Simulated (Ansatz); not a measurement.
## Pressure series in Ge2Sb2Te5

Base system: Ge$_{2}$Sb$_{2}$Te$_{5}$ (space group P-3m1, No. 164; a = 4.294 Å, c = 17.636 Å).

Cell and atoms are relaxed at each pressure.

Level of theory: plane-wave PAW DFT at the PBE level (Ansatz, a quantum-chemistry and plane-wave program, 420 eV), without spin-orbit coupling, earlier PAW set.

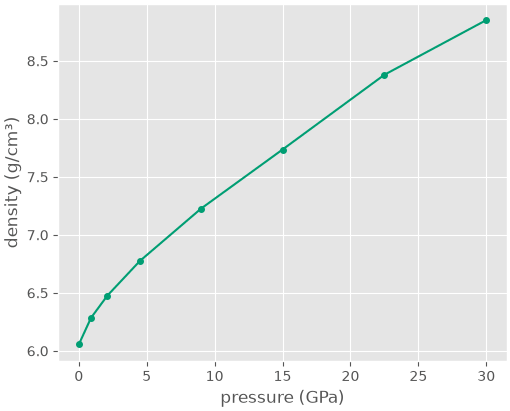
Figure: Density against pressure

```tsv
pressure (GPa)	density
0.9	6.29 g/cm³
2.1	6.48 g/cm³
4.5	6.78 g/cm³
9	7.23 g/cm³
15	7.74 g/cm³
22.5	8.38 g/cm³
30	8.85 g/cm³
```

A case with no gap was solved on a k-mesh chosen for an insulator, which is coarse for it. Load acts through the strain it causes; cell and atoms are relaxed under it. Stability against distortions was not tested. Competing high-pressure phases were not computed. All final runs are without spin polarisation.
